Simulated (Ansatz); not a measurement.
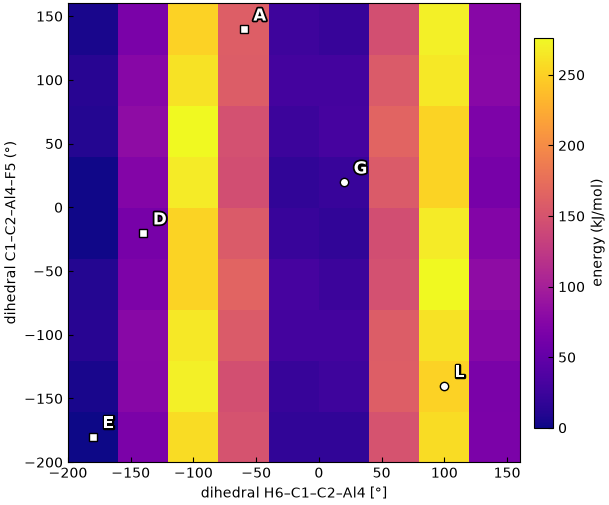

C₂H₃AlClF, SMILES C=[C](Cl)[AlH][F]. The first coordinate is: dihedral H6–C1–C2–Al4; the second: dihedral C1–C2–Al4–F5. Nothing is relaxed (all other coordinates rigid). The scan uses a 9 × 9 grid; 73 points were computed and 8 follow by symmetry. Energies are in kJ/mol, from the relaxed molecule at the same level. Energies and slopes of some neighbouring points disagree (a jump in structure or state, or too coarse a mesh). The dihedral twists a double bond; near 90° a spin-restricted reference is unreliable. All numbers below come from RKS PBE-D4/def2-TZVP in Ansatz 0.2.0.

Drawn: one coloured cell a grid point, lettered points.

Rank the lettered points by energy, lowest first.

Answer. E (0 kJ/mol), G (23 kJ/mol), D (65 kJ/mol), A (160 kJ/mol), L (251 kJ/mol).
